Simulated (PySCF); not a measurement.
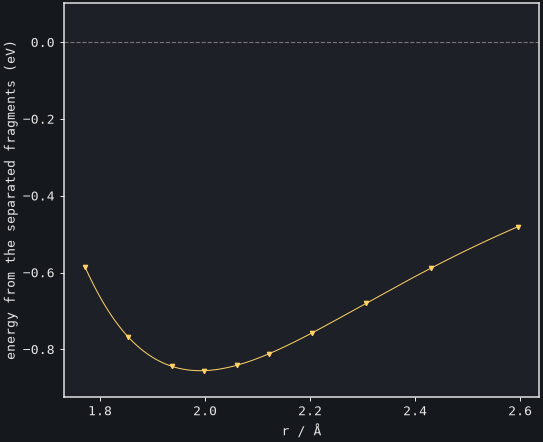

Bond curve of AlN⁺, quartet (excess alpha electrons: σ +1, πx +1, πy +1). LDA/def2-TZVPPD in PySCF 2.14.0, UKS. One reference determinant with the occupation held, the lowest that a PBE0 search over spins and occupations found; no spin-orbit coupling. Zero is the separated fragments in their ground configurations, without counterpoise. The fragments are Al⁺ + N. 2 further points of the run are not drawn.

> What constants does a Dunham fit to the curve give (main isotopes)?

re = 1.991 Å, ωe = 450 cm⁻¹, ωexe = 9.3 cm⁻¹, De = 0.86 eV, Be = 0.461 cm⁻¹.

> How stiff is the bond?

The force constant is 1.10 mdyn/Å, which gives ωe = 450 cm⁻¹.

Caveats: lowest determinant of a PBE0 search, another state may lie lower.
